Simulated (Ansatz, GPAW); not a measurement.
# Cutoff, mesh and smearing for a 6-layer slab of Ir(111), part 3 of 3

Aim: the settings at which the work function of a 6-layer slab of Ir(111) stops moving.

GPAW 26.7.0 and Ansatz 0.2.0; Ansatz plane waves; slab in vacuum with a dipole correction, relaxation (the session's first sound run).

So far, upper work function (eV): step 2 (relaxation, PBE) 5.49; step 3 (the slab's potential, PBE, GPAW) 5.48; step 6 (cutoff 700: ecut = 700, PBE, GPAW) 5.48; step 9 (K mesh 20×20: kpts = [20, 20], PBE, GPAW) 5.50; step 10 (scheme Fermi-Dirac, smearing 0.01, PBE, GPAW) 5.47.

## (11) The ladder

Times are for 1 thread of AMD EPYC 9R14 (Zen 4), shared host. The runs compared:

```tsv
no.	run	upper work function (eV)	time	memory (GiB)
1	pw	5.482	2.6 min	0.25
2	cutoff 700	5.482	4.6 min	0.41
3	k mesh 20×20	5.498	3.8 min	0.33
4	scheme Fermi-Dirac, smearing 0.01	5.469	80 s	0.25
```

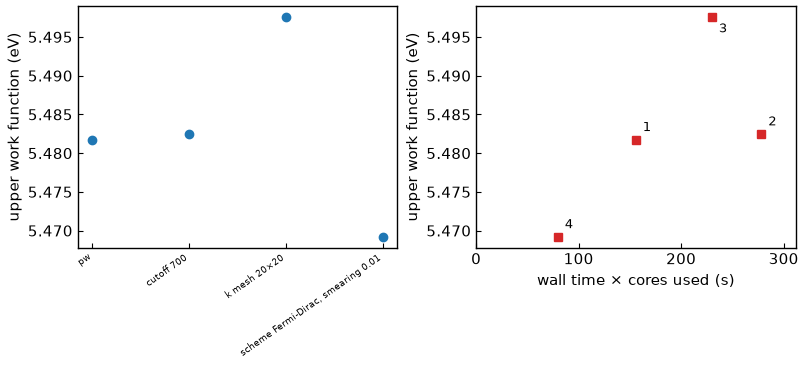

The series as plots; the last panel sets the first result against cost, with the runs numbered as in the table.

## (12) Without the dipole layer

The dipole layer is taken out and the cell repeats along the normal.

The input, run.py:

```python
import json
import numpy as np
from ase import Atoms
from gpaw import GPAW, PW

slab = Atoms(
    ['Ir', 'Ir', 'Ir', 'Ir', 'Ir', 'Ir'],
    positions=[
        [1.35765, 0.78384, 7.00000],
        [2.71529, 1.56767, 9.21703],
        [0.00000, 0.00000, 11.43405],
        [1.35765, 0.78384, 13.69174],
        [2.71529, 1.56767, 15.92429],
        [0.00000, -0.00000, 18.12314]],
    cell=[[2.71529, 0.0, 0.0], [1.35765, 2.35151, 0.0], [0.0, 0.0, 25.08513]],
    pbc=[True, True, True])

slab.calc = GPAW(mode=PW(400), xc='PBE', kpts={'size': (13, 13, 1), 'gamma': True},
                 occupations={'name': 'fermi-dirac', 'width': 0.1}, nbands='140%',
                 convergence={'density': 1e-05}, maxiter=200,
                 symmetry={'tolerance': 1e-3}, txt='slab.txt')
result = {}
energy = slab.get_potential_energy()
fermi = slab.calc.get_fermi_level()
v = slab.calc.get_electrostatic_potential().mean((0, 1)) - fermi
n = slab.calc.get_pseudo_density().mean((0, 1))
L = slab.cell[2, 2]
z = np.arange(len(v)) * L / len(v)
low, high = slab.positions[:, 2].min(), slab.positions[:, 2].max()
below, above = np.interp([low - 4.8, high + 4.8], z, v)
slopes = [np.interp(x, z, np.gradient(v, z)) for x in (low - 4.8, high + 4.8)]
eps = np.array([[slab.calc.get_eigenvalues(k, s) for k in range(len(slab.calc.get_ibz_k_points()))]
                for s in range(slab.calc.get_number_of_spins())]) - fermi
top, bottom = eps[eps < 0].max(), eps[eps > 0].min()
dipole = slab.get_dipole_moment()[2]
print(f'energy {energy:.4f} eV, Fermi level {fermi:.4f} eV, dipole {dipole:.5f} e A')
print(f'potential 4.8 A off the faces, from the Fermi level: lower {below:.4f} eV, upper {above:.4f} eV')
print(f'slope of the potential there: lower {slopes[0]:.5f}, upper {slopes[1]:.5f} eV/A')
print(f'nearest levels on the mesh: {top:.4f} and {bottom:.4f} eV')
print('magnetic moment', round(slab.get_magnetic_moment(), 3))
result.update(energy=energy, fermi=fermi, dipole=dipole, below=below, above=above, slopes=slopes, edges=[top, bottom],
              z=z.tolist(), v=v.tolist(), n=n.tolist(), positions=slab.positions.tolist(),
              forces=slab.get_forces(apply_constraint=False).tolist(), moments=slab.get_magnetic_moments().tolist())
json.dump(result, open('result.json', 'w'))
```

Launch:

```
$ OMP_NUM_THREADS=1 OPENBLAS_NUM_THREADS=1 python run.py
```

The program printed:

```text
energy -54.2704 eV, Fermi level 5.3023 eV, dipole 0.00038 e A
potential 4.8 A off the faces, from the Fermi level: lower 5.4832 eV, upper 5.4825 eV
slope of the potential there: lower -0.00042, upper 0.00075 eV/A
nearest levels on the mesh: -0.0381 and 0.0265 eV
magnetic moment 0.0
```

Wall time 85 s (1 thread of AMD EPYC 9R14 (Zen 4), shared host); peak memory 0.25 GiB.

The run finished with changed settings (dipole = false and pbc_z = true); it serves as a test.

Side by side:

```tsv
quantity	this run	sound run	difference
upper work function (eV)	5.4825	5.4818	7.4e-4
lower work function (eV)	5.4832	5.4834	-2.0e-4
```

## (13) Side by side

Results and costs are gathered.

This step: comparison of work functions, dipole and cost (GPAW 26.7.0).

Ladder, by row:

```tsv
step	code	work function, upper (eV)	work function, lower (eV)	dipole (e Å)	wall time (s)	peak memory (GiB)	threads
pw	GPAW	5.482	5.483	3.13e-4	155.8	0.25	1
ecut200	GPAW	5.507	5.509	3.14e-4	42.14	0.17	1
ecut300	GPAW	5.488	5.49	2.97e-4	88.47	0.2	1
ecut700	GPAW	5.482	5.484	2.97e-4	278.2	0.41	1
k4	GPAW	5.534	5.536	3.53e-4	24.91	0.19	1
k8	GPAW	5.481	5.484	3.61e-4	48.98	0.21	1
k20	GPAW	5.498	5.499	3.06e-4	230	0.33	1
smear	GPAW	5.469	5.471	3.16e-4	79.74	0.25	1
nodip	GPAW	5.482	5.483	3.75e-4	84.97	0.25	1
```

## (14) A changed run

One more run, with changed settings.

This step: GPAW, PAW setups; slab in vacuum (GPAW 26.7.0).

Edit run.py of step 12 so:

```diff
@@ -15,7 +15,8 @@
     cell=[[2.71529, 0.0, 0.0], [1.35765, 2.35151, 0.0], [0.0, 0.0, 25.08513]],
-    pbc=[True, True, True])
+    pbc=[True, True, False])
 
-slab.calc = GPAW(mode=PW(400), xc='PBE', kpts={'size': (13, 13, 1), 'gamma': True},
+slab.calc = GPAW(mode=PW(140), xc='PBE', kpts={'size': (13, 13, 1), 'gamma': True},
                  occupations={'name': 'fermi-dirac', 'width': 0.1}, nbands='140%',
-                 convergence={'density': 1e-05}, maxiter=200,
+                 convergence={'density': 1e-05}, maxiter=100,
+                 poissonsolver={'dipolelayer': 'xy'},
                  symmetry={'tolerance': 1e-3}, txt='slab.txt')
```

The program printed:

```text
energy -42.7451 eV, Fermi level 5.3726 eV, dipole 0.00121 e A
potential 4.8 A off the faces, from the Fermi level: lower 5.6016 eV, upper 5.6134 eV
slope of the potential there: lower -0.01654, upper 0.01911 eV/A
nearest levels on the mesh: -0.0089 and 0.0221 eV
magnetic moment 0.0
```

Wall time 32 s (1 thread); peak memory 0.15 GiB.

The run finished. A setting was moved off its sound value on purpose, so it serves as a test and not as the result.

The fault put into the input: a cutoff far too low (ecut = 140).

Side by side:

```tsv
quantity	this run	sound run	difference
upper work function (eV)	5.6134	5.4818	0.132
lower work function (eV)	5.6016	5.4834	0.118
```

The two runs differ clearly in the upper work function: 5.61 eV against 5.48 eV.

## (15) Results

```yaml
work_function_both_faces: 5.48 eV
dipole_along_the_normal: 3.1e-4 e Å, near the numerical noise
```

What this shows: With plane waves and PBE the work function is 5.48 eV on the upper face and 5.48 eV on the lower. The measured value for this face is 5.78 eV (as compiled in "Anisotropic work function of elemental crystals", 2019, arxiv:1902.07811); the relaxed upper face lies 0.30 eV under it with PBE. Measured work functions scatter by a tenth of an eV or more between methods. The other smearing (Fermi-Dirac of 0.01 eV in place of Fermi-Dirac of 0.1) moves the two faces by -0.013 and -0.012 eV on the same mesh; a mesh is converged only for its smearing. Over the sound runs of the table the upper face's work function spans 5.469 (smear) to 5.498 eV (k20). The small printed dipole stands for a step of -8.9 meV from the lower to the upper face, and the probes find -1.6 meV; values this small are near the numerical noise of both. The in-plane lattice was kept as typed, which isn't the functional's own and leaves some strain; spin-orbit coupling and temperature are left out.

[Logs are printed without paths, hosts, clocks, repeated set-up lines and the standing remarks that a program may print on its own settings, such as how far it seeks lower states.]

[Hosts, paths, dates, database ids (printed as entryN), source tags and the programs' standing remarks are cut or masked in the printed files.]
